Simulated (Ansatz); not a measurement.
# BF₂HO + HF: a complex and its separated parts

Aim: how far the complex at one end of a reaction step lies below its separated, relaxed parts, level by level.

Computed with Ansatz 0.2.0, Gaussian basis. Level: PBE0-D4/def2-TZVP structures, single points in def2-TZVPP, no counterpoise correction.

Levels: SPW92, PBE-D4, BLYP-D4, r2SCAN-D4, B97M-V, PBE0-D4, B3LYP-D4, r2SCAN0-D4, BHLYP-D4, CAM-B3LYP-D4, wB97X-V, wB97M-V, B2PLYP, PBE-QIDH, RPA on PBE, Hartree-Fock, MP2, CCSD, CCSD(T).

Cores are frozen in the correlated methods. B3LYP uses VWN-RPA correlation. B2PLYP carries no dispersion term here.

94 further runs of the same task are left out: 94 set aside as unsound or not needed.

## (1) The system as given

The complex: 7 atoms, charge 0, spin multiplicity 1.

Atoms are counted from 1 here; the program's logs count them from 0.

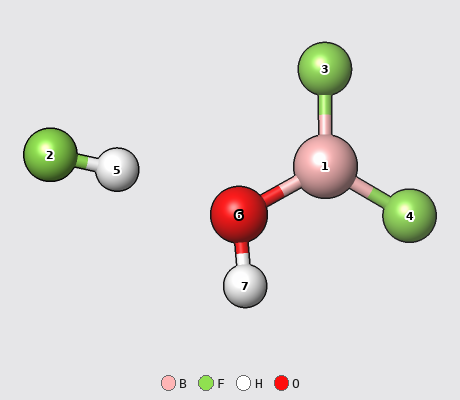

Start geometry, drawn with boron pink, fluorine green, hydrogen white, oxygen red; atoms are numbered from 1 in the order of the file.

Geometry (Å):

```xyz
7
charge 0, multiplicity 1
B     0.1572   -0.9325    0.6179
F    -0.6140    1.6039   -2.0508
F    -0.1946   -1.8656   -0.2329
F     0.5557   -1.2682    1.8310
H    -0.3830    1.1036   -1.2992
O     0.1031    0.3657    0.2291
H     0.3756    0.9929    0.9048
```

Its parts: BF₂HO holds atoms 1, 3, 4, 6, 7; HF holds atoms 2, 5. Each part counts its atoms afresh in its own runs.

## (2) Relaxing BF₂HO alone

relax-a/in.yaml

```yaml
crystal:
  periodic: [false, false, false]
  atoms:
    - {symbol: B, position_ang: [0.157186, -0.932492, 0.617930]}
    - {symbol: F, position_ang: [-0.194636, -1.865628, -0.232878]}
    - {symbol: F, position_ang: [0.555726, -1.268156, 1.831003]}
    - {symbol: O, position_ang: [0.103056, 0.365696, 0.229124]}
    - {symbol: H, position_ang: [0.375571, 0.992868, 0.904837]}
basis:
  gaussian: {orbitals: def2-TZVP}
hamiltonian: {xc: pbe0, dispersion: d4}
relax: {f_tol: 0.005, max_steps: 200}
```

Run with:

```
$ ansatz run in.yaml --threads 4 --pin off --events-out ev --progress --plain --max-ram 9574MiB
```

What it wrote (excerpt; [...] marks lines left out):

```text
Functional definition: PBE0
  name "PBE0"
  cite "Adamo & Barone, J. Chem. Phys. 110, 6158 (1999) doi:10.1063/1.478522"
  cite "Perdew, Burke & Ernzerhof, Phys. Rev. Lett. 77, 3865 (1996) doi:10.1103/PhysRevLett.77.3865"
  parent pbe
[...]
676 factors; their error is unknown
[...]
mean field -8173.52455605 eV, -300.3714872210 hartree, gradient 3.8e-5 eV, S^2 0.000000; 0 other end points of the search recorded, 0 dependent functions left out
[...]
reference -8173.52458052 eV, -300.3714881202 hartree; 16, 16 occupied and 114, 114 virtual orbitals, 676 factors
[...]
reference -8173.53136776 eV, -300.3717375467 hartree; 16, 16 occupied and 114, 114 virtual orbitals, 676 factors
Total energy: -8173.57530433 eV, -300.3733521857 hartree
Atom 0 at     0.157193    -0.919070     0.615530 Å, force    -0.000097     0.000467    -0.000414 eV/Å
Atom 1 at    -0.193117    -1.867947    -0.227943 Å, force    -0.000148    -0.000813    -0.000367 eV/Å
Atom 2 at     0.555472    -1.273642     1.831191 Å, force     0.000017     0.000308     0.000069 eV/Å
Atom 3 at     0.101808     0.367214     0.224953 Å, force     0.000105    -0.000324     0.000627 eV/Å
Atom 4 at     0.375548     0.985734     0.906286 Å, force     0.000123     0.000362     0.000085 eV/Å
Dipole moment:     0.094314     0.348299     0.210539 e Å
```

Wall time 4.4 s (4 threads of Arm Neoverse V2, shared host).

Relaxation path:

```
step  energy from step 1 (eV)  largest force component (eV/Å)
   1                   0.0000                          0.8586
   2                  -0.0047                          0.4610
   3                  -0.0068                          0.0175
   4                  -0.0067                          0.0502
   5                  -0.0068                          0.0008
```

Close pairs (by a distance rule), those that changed most:

| bond | before (Å) | after (Å) | change (Å) |
| --- | --- | --- | --- |
| B1–O4 | 1.356 | 1.345 | -0.011 |
| B1–F3 | 1.320 | 1.327 | +0.007 |
| B1–F2 | 1.311 | 1.317 | +0.006 |
| O4–H5 | 0.961 | 0.960 | -0.001 |

## (3) Relaxing HF alone

relax-b/in.yaml

```yaml
crystal:
  periodic: [false, false, false]
  atoms:
    - {symbol: F, position_ang: [-0.613965, 1.603939, -2.050843]}
    - {symbol: H, position_ang: [-0.383038, 1.103574, -1.299173]}
basis:
  gaussian: {orbitals: def2-TZVP}
hamiltonian: {xc: pbe0, dispersion: d4}
relax: {f_tol: 0.005, max_steps: 200}
```

Run with:

```
$ ansatz run in.yaml --threads 4 --pin off --events-out ev --progress --plain --max-ram 9574MiB
```

What it wrote (excerpt; [...] marks lines left out):

```text
[... 5 set-up lines as earlier in the session ...]
[...]
200 factors; their error is unknown
[...]
mean field -2731.79745816 eV, -100.3917049085 hartree, gradient 6.9e-6 eV, S^2 0.000000; 0 other end points of the search recorded, 0 dependent functions left out
[...]
reference -2731.80170824 eV, -100.3918610963 hartree; 5, 5 occupied and 32, 32 virtual orbitals, 200 factors
Total energy: -2731.80322151 eV, -100.3919167079 hartree
Atom 0 at    -0.612470     1.600700    -2.045978 Å, force    -0.001172     0.002540    -0.003816 eV/Å
Atom 1 at    -0.384533     1.106813    -1.304038 Å, force     0.001172    -0.002540     0.003816 eV/Å
Dipole moment:     0.099304    -0.215168     0.323235 e Å
```

It took 0.35 s on 4 threads of Arm Neoverse V2, shared host.

Along the way:

| step | energy from step 1 (eV) | largest force component (eV/Å) |
| --- | --- | --- |
| 1 | 0.0000 | 0.5620 |
| 2 | -0.0041 | 0.1205 |
| 3 | -0.0042 | 0.0038 |

The bond:

```
 bond  before (Å)  after (Å)  change (Å)
F1–H2       0.932      0.920      -0.012
```

## (4) SPW92/def2-TZVPP

parta/in.yaml

```yaml
crystal:
  periodic: [false, false, false]
  atoms:
    - {symbol: B, position_ang: [0.157193, -0.919070, 0.615530]}
    - {symbol: F, position_ang: [-0.193117, -1.867947, -0.227943]}
    - {symbol: F, position_ang: [0.555472, -1.273642, 1.831191]}
    - {symbol: O, position_ang: [0.101808, 0.367214, 0.224953]}
    - {symbol: H, position_ang: [0.375548, 0.985734, 0.906286]}
basis:
  gaussian: {orbitals: def2-TZVPP}
hamiltonian: {xc: lda}
```

partb/in.yaml

```yaml
crystal:
  periodic: [false, false, false]
  atoms:
    - {symbol: F, position_ang: [-0.612470, 1.600700, -2.045978]}
    - {symbol: H, position_ang: [-0.384533, 1.106813, -1.304038]}
basis:
  gaussian: {orbitals: def2-TZVPP}
hamiltonian: {xc: lda}
```

One command serves all of them, each in its own folder.

Run with:

```
$ ansatz run in.yaml --threads 4 --pin off --events-out ev --progress --plain --max-ram 9574MiB
```

Log of parta (excerpt; [...] marks lines left out):

```text
Functional definition: SPW92
  name "SPW92"
  cite "Dirac, Proc. Camb. Phil. Soc. 26, 376 (1930) doi:10.1017/S0305004100016108"
  cite "Slater, Phys. Rev. 81, 385 (1951) doi:10.1103/PhysRev.81.385"
  cite "Perdew & Wang, Phys. Rev. B 45, 13244 (1992) doi:10.1103/PhysRevB.45.13244"
[...]
691 factors; their error is unknown
[...]
mean field -8125.31749701 eV, -298.5999104772 hartree, gradient 7.9e-5 eV, S^2 0.000000; 0 other end points of the search recorded, 0 dependent functions left out
reference -8125.31752942 eV, -298.5999116682 hartree; 16, 16 occupied and 122, 122 virtual orbitals, 691 factors
Total energy: -8125.31752942 eV, -298.5999116682 hartree
```

Log of partb (excerpt; [...] marks lines left out):

```text
[... 5 set-up lines as earlier in the session ...]
[...]
215 factors; their error is unknown
[...]
mean field -2716.76646484 eV, -99.8393260924 hartree, gradient 3.5e-5 eV, S^2 0.000000; 0 other end points of the search recorded, 0 dependent functions left out
reference -2716.76647592 eV, -99.8393264997 hartree; 5, 5 occupied and 40, 40 virtual orbitals, 215 factors
Total energy: -2716.76647592 eV, -99.8393264997 hartree
```

Wall times: 0.3 s (parta), 0.1 s (partb) on 4 threads of Arm Neoverse V2, shared host.

## (5) PBE-D4/def2-TZVPP

The same edit goes into each in.yaml of step 4 (parta, partb):

```diff
-hamiltonian: {xc: lda}
+hamiltonian: {xc: pbe, dispersion: d4}
```

Each run has its own folder and the same command.

Run with:

```
$ ansatz run in.yaml --threads 4 --pin off --events-out ev --progress --plain --max-ram 9574MiB
```

Log of parta (excerpt; [...] marks lines left out):

```text
Functional definition: PBE
  name "PBE"
[... 2 set-up lines as earlier in the session ...]
[...]
691 factors; their error is unknown
[...]
mean field -8173.43067182 eV, -300.3680370392 hartree, gradient 1.2e-5 eV, S^2 0.000000; 0 other end points of the search recorded, 0 dependent functions left out
reference -8173.43070725 eV, -300.3680383410 hartree; 16, 16 occupied and 122, 122 virtual orbitals, 691 factors
Total energy: -8173.48453980 eV, -300.3700166508 hartree
```

Log of partb (excerpt; [...] marks lines left out):

```text
[... 4 set-up lines as earlier in the session ...]
[...]
215 factors; their error is unknown
[...]
mean field -2731.84354708 eV, -100.3933986451 hartree, gradient 4.7e-5 eV, S^2 0.000000; 0 other end points of the search recorded, 0 dependent functions left out
reference -2731.84355919 eV, -100.3933990900 hartree; 5, 5 occupied and 40, 40 virtual orbitals, 215 factors
Total energy: -2731.84545304 eV, -100.3934686879 hartree
```

Wall times: 0.5 s (parta), 0.1 s (partb) on 4 threads of Arm Neoverse V2, shared host.

## (6) BLYP-D4/def2-TZVPP

Each input of step 5 (parta, partb) changes in the same lines:

```diff
-hamiltonian: {xc: pbe, dispersion: d4}
+hamiltonian: {xc: {name: BLYP}, dispersion: d4}
```

The same command starts each run, in its folder.

Run with:

```
$ ansatz run in.yaml --threads 4 --pin off --events-out ev --progress --plain --max-ram 9574MiB
```

Output in parta (excerpt; [...] marks lines left out):

```text
Functional definition: BLYP
  name "BLYP"
  cite "Becke, Phys. Rev. A 38, 3098 (1988) doi:10.1103/PhysRevA.38.3098"
  cite "Lee, Yang & Parr, Phys. Rev. B 37, 785 (1988) doi:10.1103/PhysRevB.37.785"
[...]
691 factors; their error is unknown
[...]
mean field -8180.91602456 eV, -300.6431186785 hartree, gradient 1.1e-5 eV, S^2 0.000000; 0 other end points of the search recorded, 0 dependent functions left out
reference -8180.91629348 eV, -300.6431285612 hartree; 16, 16 occupied and 122, 122 virtual orbitals, 691 factors
Total energy: -8181.04245132 eV, -300.6477647762 hartree
```

partb printed (excerpt; [...] marks lines left out):

```text
[... 4 set-up lines as earlier in the session ...]
[...]
215 factors; their error is unknown
[...]
mean field -2734.23788448 eV, -100.4813889215 hartree, gradient 3.9e-5 eV, S^2 0.000000; 0 other end points of the search recorded, 0 dependent functions left out
reference -2734.23800808 eV, -100.4813934639 hartree; 5, 5 occupied and 40, 40 virtual orbitals, 215 factors
Total energy: -2734.24259001 eV, -100.4815618465 hartree
```

Wall times: 0.6 s (parta), 0.1 s (partb) on 4 threads of Arm Neoverse V2, shared host.

## (7) r2SCAN-D4/def2-TZVPP

The same edit goes into each in.yaml of step 6 (parta, partb):

```diff
-hamiltonian: {xc: {name: BLYP}, dispersion: d4}
+hamiltonian: {xc: r2scan, dispersion: d4}
```

The same command starts each run, in its folder.

Run with:

```
$ ansatz run in.yaml --threads 4 --pin off --events-out ev --progress --plain --max-ram 9574MiB
```

Log of parta (excerpt; [...] marks lines left out):

```text
Functional definition: r2SCAN
  name "r2SCAN"
  cite "Furness, Kaplan, Ning, Perdew & Sun, J. Phys. Chem. Lett. 11, 8208 (2020) doi:10.1021/acs.jpclett.0c02405"
  cite "Furness, Kaplan, Ning, Perdew & Sun, J. Phys. Chem. Lett. 11, 9248 (2020) doi:10.1021/acs.jpclett.0c03077"
  parent r2scan
[...]
691 factors; their error is unknown
[...]
mean field -8178.24567163 eV, -300.5449850184 hartree, gradient 3.2e-5 eV, S^2 0.000000; 0 other end points of the search recorded, 0 dependent functions left out
reference -8178.24568186 eV, -300.5449853942 hartree; 16, 16 occupied and 122, 122 virtual orbitals, 691 factors
Total energy: -8178.25811998 eV, -300.5454424870 hartree
```

partb printed (excerpt; [...] marks lines left out):

```text
[... 5 set-up lines as earlier in the session ...]
[...]
215 factors; their error is unknown
[...]
mean field -2733.29261497 eV, -100.4466509078 hartree, gradient 6.5e-6 eV, S^2 0.000000; 0 other end points of the search recorded, 0 dependent functions left out
reference -2733.29261815 eV, -100.4466510247 hartree; 5, 5 occupied and 40, 40 virtual orbitals, 215 factors
Total energy: -2733.29307568 eV, -100.4466678385 hartree
```

Times: 1.1 s (parta), 0.3 s (partb) on 4 threads of Arm Neoverse V2, shared host.

## (8) B97M-V/def2-TZVPP

Each input of step 7 (parta, partb) changes in the same lines:

```diff
-hamiltonian: {xc: r2scan, dispersion: d4}
+hamiltonian: {xc: {name: B97M-V}}
```

One command serves all of them, each in its own folder.

Run with:

```
$ ansatz run in.yaml --threads 4 --pin off --events-out ev --progress --plain --max-ram 9574MiB
```

Output in parta (excerpt; [...] marks lines left out):

```text
Functional definition: B97M-V
  name "B97M-V"
  cite "Mardirossian & Head-Gordon, J. Chem. Phys. 142, 074111 (2015) doi:10.1063/1.4907719"
  cite "Becke, J. Chem. Phys. 107, 8554 (1997) doi:10.1063/1.475007"
  cite "Vydrov & Van Voorhis, J. Chem. Phys. 133, 244103 (2010) doi:10.1063/1.3521275"
  # Of w^i u^j: cxij and so on, Table III.
[...]
  gx(w, u) = cx00 + cx01*u + cx02*u^2 + (cx10 + cx11*u)*w
[...]
  gos(w, u) = cos00 + cos01*u + cos03*u^3 + cos10*w + cos32*w^3*u^2
[...]
      + integral(e_c_pw_mod_opposite_spin*gos(b97_w_opposite, b97_u_opposite)) + vv10(b, c)
691 factors; their error is unknown
[...]
mean field -8179.58206599 eV, -300.5940966051 hartree, gradient 4.6e-5 eV, S^2 0.000000; 0 other end points of the search recorded, 0 dependent functions left out
reference -8179.58211614 eV, -300.5940984481 hartree; 16, 16 occupied and 122, 122 virtual orbitals, 691 factors
Total energy: -8179.58211614 eV, -300.5940984481 hartree
```

partb printed (excerpt; [...] marks lines left out):

```text
[... 5 set-up lines as earlier in the session ...]
  # Of w^i u^j: cxij and so on, Table III.
[...]
  gx(w, u) = cx00 + cx01*u + cx02*u^2 + (cx10 + cx11*u)*w
[...]
  gos(w, u) = cos00 + cos01*u + cos03*u^3 + cos10*w + cos32*w^3*u^2
[...]
      + integral(e_c_pw_mod_opposite_spin*gos(b97_w_opposite, b97_u_opposite)) + vv10(b, c)
215 factors; their error is unknown
[...]
mean field -2733.38839094 eV, -100.4501706097 hartree, gradient 2.3e-5 eV, S^2 0.000000; 0 other end points of the search recorded, 0 dependent functions left out
reference -2733.38840865 eV, -100.4501712606 hartree; 5, 5 occupied and 40, 40 virtual orbitals, 215 factors
Total energy: -2733.38840865 eV, -100.4501712606 hartree
```

Wall times: 1.8 s (parta), 0.25 s (partb) on 4 threads of Arm Neoverse V2, shared host.

## (9) PBE0-D4/def2-TZVPP

Each input of step 8 (parta, partb) changes in the same lines:

```diff
-hamiltonian: {xc: {name: B97M-V}}
+hamiltonian: {xc: pbe0, dispersion: d4}
+output: {orbitals: {seedname: orbitals}}
```

One command serves all of them, each in its own folder.

Run with:

```
$ ansatz run in.yaml --threads 4 --pin off --events-out ev --progress --plain --max-ram 9574MiB
```

Log of parta (excerpt; [...] marks lines left out):

```text
[... 5 set-up lines as earlier in the session ...]
[...]
691 factors; their error is unknown
[...]
mean field -8173.57062927 eV, -300.3731803806 hartree, gradient 5.4e-5 eV, S^2 0.000000; 0 other end points of the search recorded, 0 dependent functions left out
reference -8173.57065387 eV, -300.3731812844 hartree; 16, 16 occupied and 122, 122 virtual orbitals, 691 factors
Total energy: -8173.61459043 eV, -300.3747959234 hartree
```

Output in partb (excerpt; [...] marks lines left out):

```text
[... 5 set-up lines as earlier in the session ...]
[...]
215 factors; their error is unknown
[...]
mean field -2731.86112812 eV, -100.3940447363 hartree, gradient 4.0e-5 eV, S^2 0.000000; 0 other end points of the search recorded, 0 dependent functions left out
reference -2731.86113683 eV, -100.3940450564 hartree; 5, 5 occupied and 40, 40 virtual orbitals, 215 factors
Total energy: -2731.86265010 eV, -100.3941006680 hartree
```

Times: 0.6 s (parta), 0.1 s (partb) on 4 threads of Arm Neoverse V2, shared host.

## (10) B3LYP-D4/def2-TZVPP

The same edit goes into each in.yaml of step 9 (parta, partb):

```diff
-hamiltonian: {xc: pbe0, dispersion: d4}
-output: {orbitals: {seedname: orbitals}}
+hamiltonian: {xc: {name: B3LYP}, dispersion: d4}
```

One command serves all of them, each in its own folder.

Run with:

```
$ ansatz run in.yaml --threads 4 --pin off --events-out ev --progress --plain --max-ram 9574MiB
```

Output in parta (excerpt; [...] marks lines left out):

```text
Functional definition: B3LYP
  name "B3LYP"
  cite "Stephens, Devlin, Chabalowski & Frisch, J. Phys. Chem. 98, 11623 (1994) doi:10.1021/j100096a001"
[... 2 set-up lines as earlier in the session ...]
  cite "Vosko, Wilk & Nusair, Can. J. Phys. 58, 1200 (1980) doi:10.1139/p80-159"
[...]
691 factors; their error is unknown
[...]
mean field -8182.01942160 eV, -300.6836677719 hartree, gradient 3.9e-5 eV, S^2 0.000000; 0 other end points of the search recorded, 0 dependent functions left out
reference -8182.01961535 eV, -300.6836748921 hartree; 16, 16 occupied and 122, 122 virtual orbitals, 691 factors
Total energy: -8182.10659794 eV, -300.6868714431 hartree
```

partb printed (excerpt; [...] marks lines left out):

```text
[... 6 set-up lines as earlier in the session ...]
[...]
215 factors; their error is unknown
[...]
mean field -2734.54625069 eV, -100.4927211710 hartree, gradient 1.9e-5 eV, S^2 0.000000; 0 other end points of the search recorded, 0 dependent functions left out
reference -2734.54634153 eV, -100.4927245091 hartree; 5, 5 occupied and 40, 40 virtual orbitals, 215 factors
Total energy: -2734.54933119 eV, -100.4928343773 hartree
```

They took 0.65 s (parta), 0.1 s (partb) on 4 threads of Arm Neoverse V2, shared host.

## (11) r2SCAN0-D4/def2-TZVPP

The same edit goes into each in.yaml of step 10 (parta, partb):

```diff
-hamiltonian: {xc: {name: B3LYP}, dispersion: d4}
+hamiltonian: {xc: {name: r2SCAN0}, dispersion: d4}
```

The same command starts each run, in its folder.

Run with:

```
$ ansatz run in.yaml --threads 4 --pin off --events-out ev --progress --plain --max-ram 9574MiB
```

Log of parta (excerpt; [...] marks lines left out):

```text
Functional definition: r2SCAN0
  name "r2SCAN0"
  cite "Bursch, Neugebauer, Ehlert & Grimme, J. Chem. Phys. 156, 134105 (2022) doi:10.1063/5.0086040"
[... 3 set-up lines as earlier in the session ...]
[...]
691 factors; their error is unknown
[...]
mean field -8177.21368068 eV, -300.5070600503 hartree, gradient 5.5e-5 eV, S^2 0.000000; 0 other end points of the search recorded, 0 dependent functions left out
reference -8177.21368832 eV, -300.5070603313 hartree; 16, 16 occupied and 122, 122 virtual orbitals, 691 factors
Total energy: -8177.22793459 eV, -300.5075838719 hartree
```

Log of partb (excerpt; [...] marks lines left out):

```text
[... 6 set-up lines as earlier in the session ...]
[...]
215 factors; their error is unknown
[...]
mean field -2732.94549374 eV, -100.4338944380 hartree, gradient 6.6e-5 eV, S^2 0.000000; 0 other end points of the search recorded, 0 dependent functions left out
reference -2732.94549620 eV, -100.4338945285 hartree; 5, 5 occupied and 40, 40 virtual orbitals, 215 factors
Total energy: -2732.94599817 eV, -100.4339129753 hartree
```

Times: 1.1 s (parta), 0.35 s (partb) on 4 threads of Arm Neoverse V2, shared host.

## (12) BHLYP-D4/def2-TZVPP

Each input of step 11 (parta, partb) changes in the same lines:

```diff
-hamiltonian: {xc: {name: r2SCAN0}, dispersion: d4}
+hamiltonian: {xc: {name: BHLYP}, dispersion: d4}
```

Each run has its own folder and the same command.

Run with:

```
$ ansatz run in.yaml --threads 4 --pin off --events-out ev --progress --plain --max-ram 9574MiB
```

Log of parta (excerpt; [...] marks lines left out):

```text
Functional definition: BHLYP
  name "BHLYP"
  cite "Becke, J. Chem. Phys. 98, 1372 (1993) doi:10.1063/1.464304"
[... 2 set-up lines as earlier in the session ...]
[...]
795 factors; their error is unknown
[...]
mean field -8178.75938226 eV, -300.5638635360 hartree, gradient 7.4e-5 eV, S^2 0.000000; 0 other end points of the search recorded, 0 dependent functions left out
reference -8178.75950750 eV, -300.5638681383 hartree; 16, 16 occupied and 122, 122 virtual orbitals, 795 factors
Total energy: -8178.81748067 eV, -300.5659986130 hartree
```

Output in partb (excerpt; [...] marks lines left out):

```text
[... 5 set-up lines as earlier in the session ...]
[...]
234 factors; their error is unknown
[...]
mean field -2733.43318191 eV, -100.4518166476 hartree, gradient 1.2e-5 eV, S^2 0.000000; 0 other end points of the search recorded, 0 dependent functions left out
reference -2733.43324244 eV, -100.4518188721 hartree; 5, 5 occupied and 40, 40 virtual orbitals, 234 factors
Total energy: -2733.43497038 eV, -100.4518823728 hartree
```

Wall times: 0.65 s (parta), 0.1 s (partb) on 4 threads of Arm Neoverse V2, shared host.

## (13) CAM-B3LYP-D4/def2-TZVPP

The same edit goes into each in.yaml of step 12 (parta, partb):

```diff
-hamiltonian: {xc: {name: BHLYP}, dispersion: d4}
+hamiltonian: {xc: {name: CAM-B3LYP}, dispersion: d4}
```

The same command starts each run, in its folder.

Run with:

```
$ ansatz run in.yaml --threads 4 --pin off --events-out ev --progress --plain --max-ram 9574MiB
```

Log of parta (excerpt; [...] marks lines left out):

```text
Functional definition: CAM-B3LYP
  name "CAM-B3LYP"
  cite "Yanai, Tew & Handy, Chem. Phys. Lett. 393, 51 (2004) doi:10.1016/j.cplett.2004.06.011"
  cite "Iikura, Tsuneda, Yanai & Hirao, J. Chem. Phys. 115, 3540 (2001) doi:10.1063/1.1383587"
[... 2 set-up lines as earlier in the session ...]
[...]
  # Exact exchange under (alpha + beta erf(omega r))/r, Becke's under what is left of 1/r.
[...]
691 factors; their error is unknown
156 factors; integrals over basis functions are off by at most 1.4e-5 eV
[...]
mean field -8179.75817689 eV, -300.6005685616 hartree, gradient 5.6e-5 eV, S^2 0.000000; 0 other end points of the search recorded, 0 dependent functions left out
reference -8179.75827130 eV, -300.6005720311 hartree; 16, 16 occupied and 122, 122 virtual orbitals, 691 factors
Total energy: -8179.80145882 eV, -300.6021591430 hartree
```

Log of partb (excerpt; [...] marks lines left out):

```text
[... 6 set-up lines as earlier in the session ...]
[...]
  # Exact exchange under (alpha + beta erf(omega r))/r, Becke's under what is left of 1/r.
[...]
215 factors; their error is unknown
48 factors; integrals over basis functions are off by at most 4.9e-5 eV
[...]
mean field -2733.85902280 eV, -100.4674660116 hartree, gradient 6.2e-5 eV, S^2 0.000000; 0 other end points of the search recorded, 0 dependent functions left out
reference -2733.85906693 eV, -100.4674676333 hartree; 5, 5 occupied and 40, 40 virtual orbitals, 215 factors
Total energy: -2733.86050723 eV, -100.4675205634 hartree
```

Times: 0.65 s (parta), 0.15 s (partb) on 4 threads of Arm Neoverse V2, shared host.

[end of part 1 of 2]
